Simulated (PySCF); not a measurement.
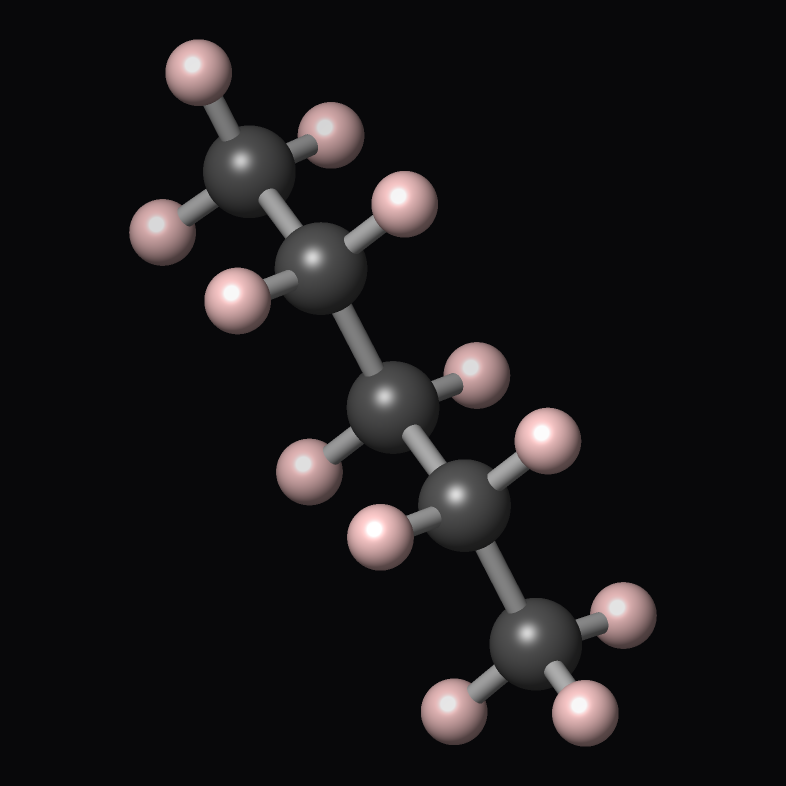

Ball-and-stick drawing of a structure. Every bond is drawn as one stick, whatever its order. Colours: carbon dark grey, hydrogen pink.

The computed structure is the end point of a PBE0-D3(BJ)/def2-TZVP optimisation. No frequency run is at hand to confirm it as a minimum.

Description:

The molecule is C5H12. SMILES: `CCCCC`. It has no ring. The point group is C2v. Coordination: 5 C tetrahedral.

The parts below concern this one geometry. Atoms keep their numbers from picture to picture.

Geometry

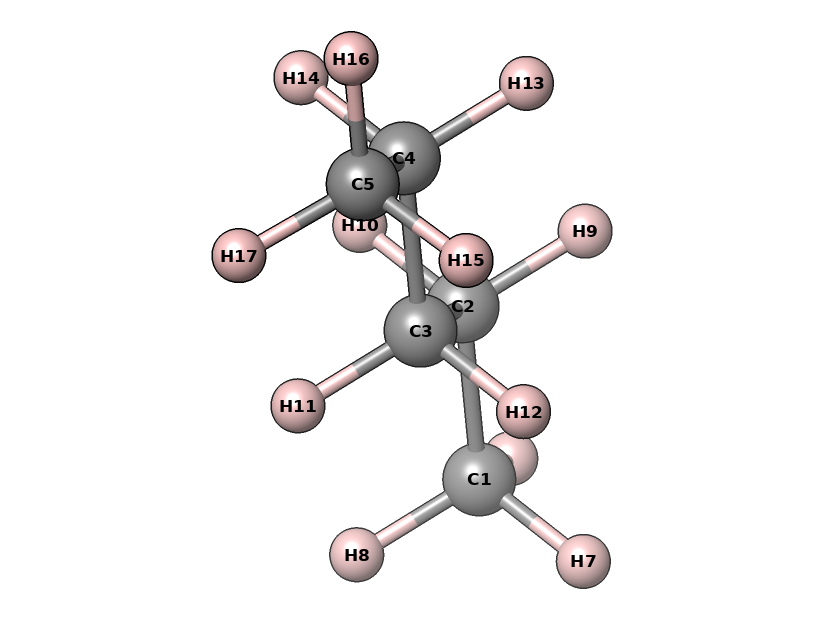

C2 lies behind C3. The molecule seen a little off the C3–C2 bond, C3 in front. Atoms fade into the background with distance from the viewer. No frequency run is at hand to confirm it as a minimum.

**What is the torsion angle C4–C3–C2–C1? The sign is positive where the front bond must turn clockwise to cover the back bond.**

180°, antiperiplanar (anti). The bonds about C3–C2 are staggered.

Levels of theory compared

No frequency run is at hand to confirm it as a minimum. Program: PySCF 2.14.0.

Compare dipole (D) at these levels: B97-2/pcSseg-2; KT3/pcSseg-2; PBE0/pcSseg-2; WP04/pcSseg-2 in chloroform (IEF-PCM); ωB97X-D/pcSseg-2; ωB97X-D/pcSseg-2 in chloroform (IEF-PCM).

| level | dipole (D) |
| --- | --- |
| B97-2/pcSseg-2 | 0.09 |
| KT3/pcSseg-2 | 0.10 |
| PBE0/pcSseg-2 | 0.09 |
| WP04/pcSseg-2 in chloroform (IEF-PCM) | 0.08 |
| ωB97X-D/pcSseg-2 | 0.09 |
| ωB97X-D/pcSseg-2 in chloroform (IEF-PCM) | 0.10 |

NMR shielding

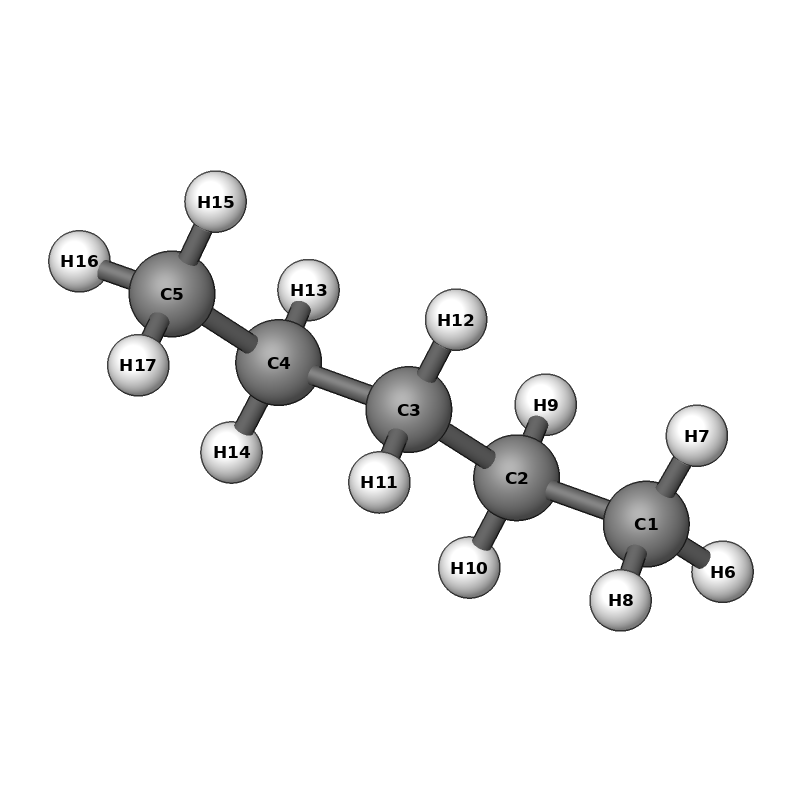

No frequency run is at hand to confirm it as a minimum. Method: GIAO ωB97X-D/pcSseg-2 NMR shielding, non-relativistic, IEF-PCM chloroform (PySCF 2.14.0). Principal shieldings σ11 ≤ σ22 ≤ σ33, span Ω = σ33 − σ11, skew κ = 3(σiso − σ22)/Ω.

**Which C atom has the most anisotropic shielding?**

C3, with a span of 49 ppm.

Give the shielding tensors of the C atoms.

| atom | σ11 | σ22 | σ33 | σiso | Ω | κ |
| --- | --- | --- | --- | --- | --- | --- |
| C1, C5 | 157.7 | 163.0 | 188.0 | 169.6 | 30.3 | 0.65 |
| C2, C4 | 145.3 | 155.2 | 173.2 | 157.9 | 27.9 | 0.29 |
| C3 | 124.9 | 140.4 | 173.6 | 146.3 | 48.7 | 0.37 |

Shieldings and span in ppm.

Bond orders

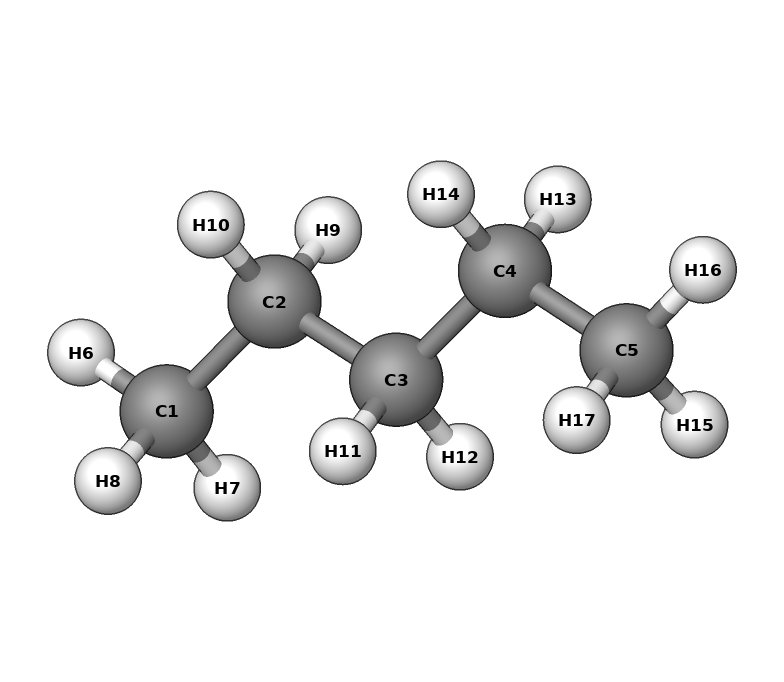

Every bond is drawn as one stick. No frequency run is at hand to confirm it as a minimum. Level of theory: PBE0/pcSseg-2 (PySCF 2.14.0).

List the Mayer bond orders of C2–C3, C3–H11, C1–C2, C2–H9, C1–H6, C1–H7 (one bond of each equivalent set).

```tsv
bond	Mayer order	length (Å)
C2–C3	0.96	1.520
C3–H11	1.01	1.097
C1–C2	0.97	1.519
C2–H9	1.01	1.096
C1–H6	1.00	1.092
C1–H7	1.00	1.094
```

Charges

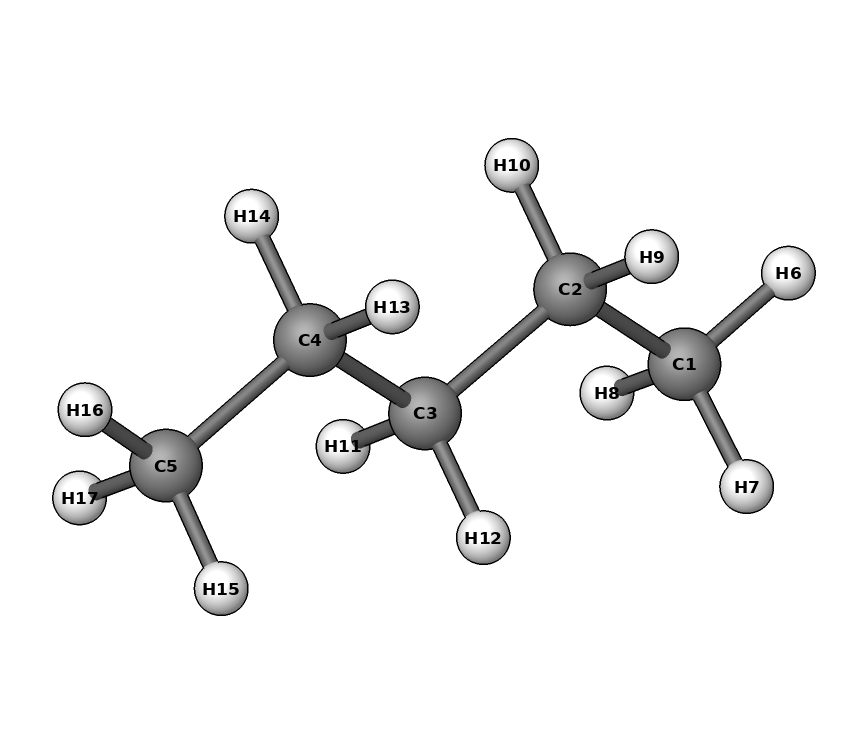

The questions are on Hirshfeld charges. No frequency run is at hand to confirm it as a minimum. Level of theory: PBE0/pcSseg-2, gas phase (PySCF 2.14.0).

**Which atom carries the highest charge (most positive or least negative)?**

H6, H7, H8, H9, H10, H11, H12, H13, H14, H15, H16, H17 (0.04 e).

**And the lowest?**

C1, C5 (−0.13 e).

Give the Hirshfeld charges atom by atom.

| atom | value (e) |
| --- | --- |
| C1 | −0.13 |
| C2 | −0.07 |
| C3 | −0.08 |
| C4 | −0.07 |
| C5 | −0.13 |
| H6 | 0.04 |
| H7 | 0.04 |
| H8 | 0.04 |
| H9 | 0.04 |
| H10 | 0.04 |
| H11 | 0.04 |
| H12 | 0.04 |
| H13 | 0.04 |
| H14 | 0.04 |
| H15 | 0.04 |
| H16 | 0.04 |
| H17 | 0.04 |
